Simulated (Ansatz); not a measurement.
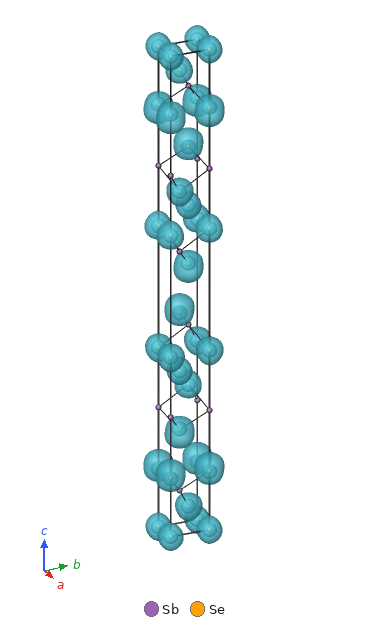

Sb$_{2}$Se$_{5}$. Isosurface of the ELF at 0.7 (cyan), seen slightly off an axis. Core shells and regions of very low density are left out. Sticks mark near contacts.

Space group R-3m; a structure from a database of computed crystals, not necessarily the ambient phase; a generated structure, not necessarily the stable one.

Theory: DFT PBE, scalar-relativistic, plane waves, PAW (Ansatz 0.2.0).

In a PAW calculation such maps are meaningful between the atoms, not at the nuclei.

Question: What do the ELF domains correspond to?

Answer: At this value the surface marks out 15 regions wrapped around Se (the valence shell of each), counted in one cell of 21 atoms. Regions shared between cells count once. Along the contacts the grid gives the following. Sb–Se (2.82 Å): the ELF is about 0.55 at the midpoint. Sb–Se (2.98 Å): the ELF is about 0.45 at the midpoint.
